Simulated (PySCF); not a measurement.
**C₃H₄O₃ (ethylene carbonate): density, localisation and related maps**

```json
{"atom": "O", "x (Å)": "2.5500", "y (Å)": "0.5170", "z (Å)": "-0.7344"}
{"atom": "C", "x (Å)": "1.4328", "y (Å)": "0.2885", "z (Å)": "-0.4129"}
{"atom": "O", "x (Å)": "0.8979", "y (Å)": "-0.9431", "z (Å)": "-0.2937"}
{"atom": "C", "x (Å)": "-0.4534", "y (Å)": "-0.8776", "z (Å)": "0.1067"}
{"atom": "C", "x (Å)": "-0.7240", "y (Å)": "0.6312", "z (Å)": "0.2332"}
{"atom": "O", "x (Å)": "0.5098", "y (Å)": "1.2231", "z (Å)": "-0.1109"}
{"atom": "H", "x (Å)": "-0.5776", "y (Å)": "-1.4172", "z (Å)": "1.0576"}
{"atom": "H", "x (Å)": "-1.0816", "y (Å)": "-1.3623", "z (Å)": "-0.6556"}
{"atom": "H", "x (Å)": "-0.9989", "y (Å)": "0.9346", "z (Å)": "1.2545"}
{"atom": "H", "x (Å)": "-1.5027", "y (Å)": "0.9854", "z (Å)": "-0.4589"}
```

Geometry: PBE0-D3(BJ)/def2-SVP.

These are results of CAM-B3LYP/def2-SVPD, SCF density, gas phase in PySCF, not measurements.

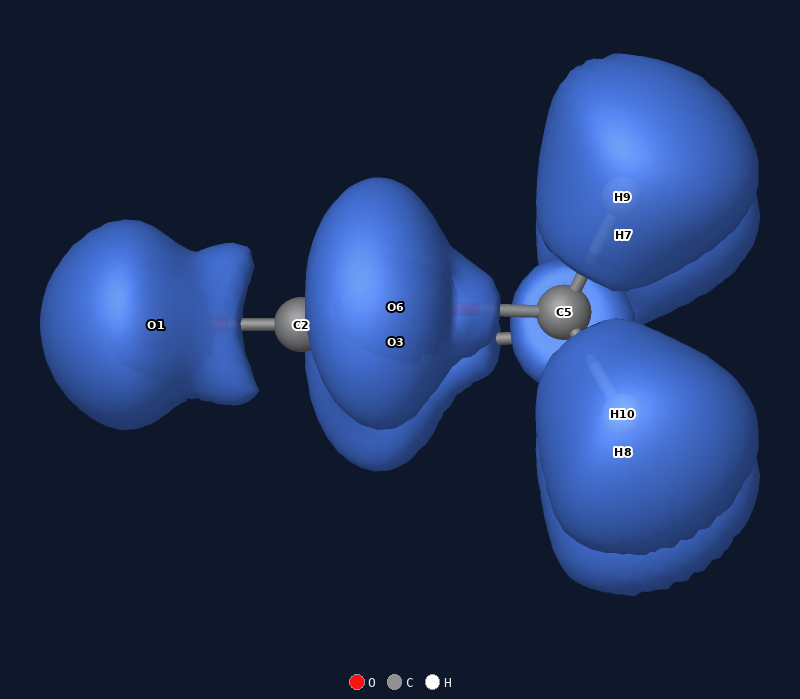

Figure 1. Isosurface of the electron localisation function at 0.75 (blue), seen from one side. Only the valence region is drawn (cores and ρ < 0.01 e/Å³ removed).

### Identify the bonds, lone pairs and shells in this picture.

The surface consists of one region between bonded C–C atoms (shared pairs), four regions around hydrogen nuclei and three regions on O in which the atom's valence shell and bonds are merged.


C–O (1.18 Å): the ELF peaks at about 0.85 between the atoms (a multiple bond). C–C (1.54 Å): the ELF peaks at about 0.95 between the atoms: a covalent bond.

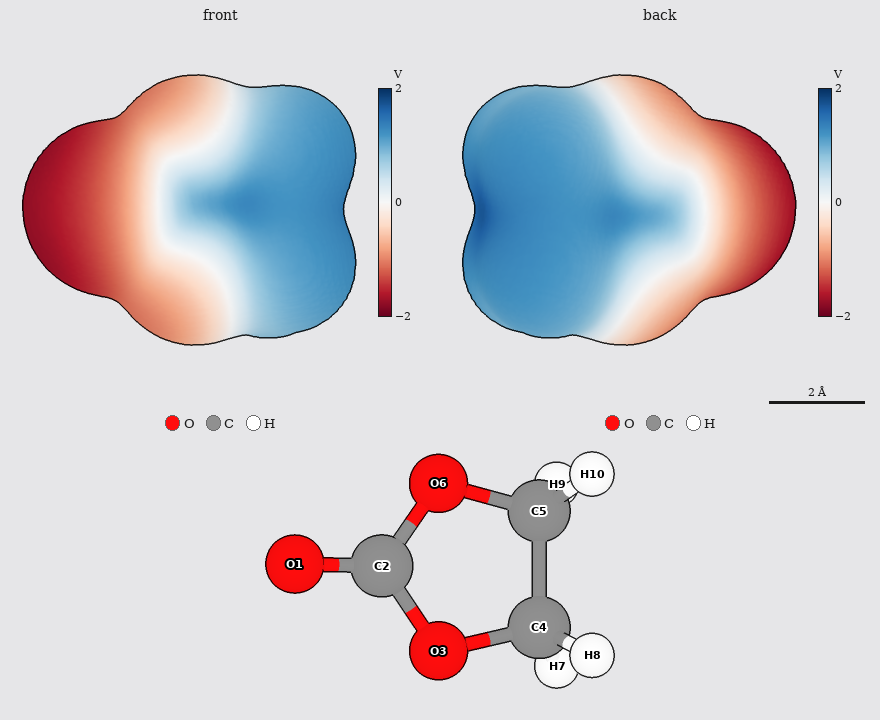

Figure 2. The molecular electrostatic potential painted on the density surface at 0.001 e/bohr³, seen from the front and from behind; the colour scale runs from red (negative) to blue (positive). The bare structure is drawn below in the same view.

### Describe the electrostatic potential map.

The most negative region (about −1.7 V) lies over O1, the most positive (about +1.6 V) over C4 and C5. O1 is the likeliest acceptor of a hydrogen bond.

### What dipole moment does the calculation give?

Its dipole moment is 5.60 D.

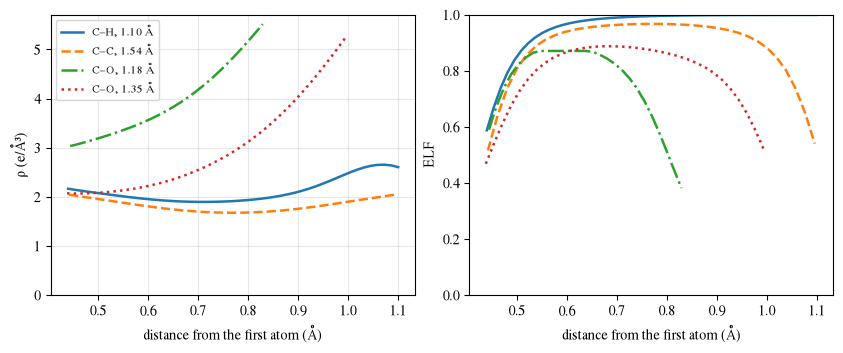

Figure 3. Total electron density and ELF along straight lines between neighbouring atoms. The curves leave out the atomic cores.

### Compare the contacts.

C–H (1.10 Å): the density is about 2 e/Å³ at the midpoint; the ELF climbs to about 1 towards the hydrogen, as it does in any bond to H (a covalent bond by its length).
C–C (1.54 Å): ρ at the midpoint is about 1.7 e/Å³; the ELF peaks at about 0.95 between the atoms (localised, covalent bonding).
C–O (1.18 Å): the density is about 3.5 e/Å³ at the midpoint; the ELF peaks at about 0.85 between the atoms (a multiple bond).
C–O (1.35 Å): ρ at the midpoint is about 2.4 e/Å³, with its minimum of 2.1 e/Å³ about 0.5 Å from C; the ELF peaks at about 0.90 between the atoms: a shared but strongly polarised pair.
